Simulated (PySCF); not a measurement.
Cr(NH)Cl4 (Cl$_{4}$CrHN).

Level of theory: CAM-B3LYP/def2-TZVP (PySCF), at a geometry from GFN2-xTB. This is a single-reference result, which may miss multireference character in this system. No frequency check shows the geometry to be a minimum. GFN2-xTB bond lengths at metals and heavier atoms can be off by up to 0.1 Å and shapes distorted, which carries into these values.

Cartesian coordinates (Å):

```
Cr1      0.0001   -0.0000    0.2440
N2       0.0028   -0.0009    1.8832
H3       0.0048    0.0074    2.8948
Cl4     -0.0488    2.0872   -0.3472
Cl5     -2.1064   -0.0479   -0.2972
Cl6      0.0480   -2.0872   -0.3469
Cl7      2.1056    0.0479   -0.2989
```

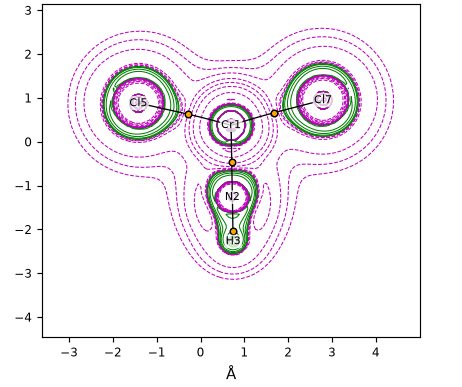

Negative Laplacian of the density (−∇²ρ) in the plane of Cr1, N2, H3, Cl5 and Cl7 (solid green lines positive, dashed magenta lines negative, contours at ±0.02 to ±8 a.u.), with bond paths and bond critical points (dots).

### At which bond critical points in this plane is charge locally concentrated, and at which depleted?

Concentrated (∇²ρ < 0): N2–H3 (−1.96 a.u.). Depleted (∇²ρ > 0): Cr1–N2 (+0.93 a.u., H = −0.128); Cr1–Cl7 and Cr1–Cl5 (+0.20 a.u., H = −0.032). A positive Laplacian with negative H is typical of metal–ligand bonds.

### Where along N2–H3 does the critical point lie?

0.77 Å from N2 and 0.24 Å from H3.
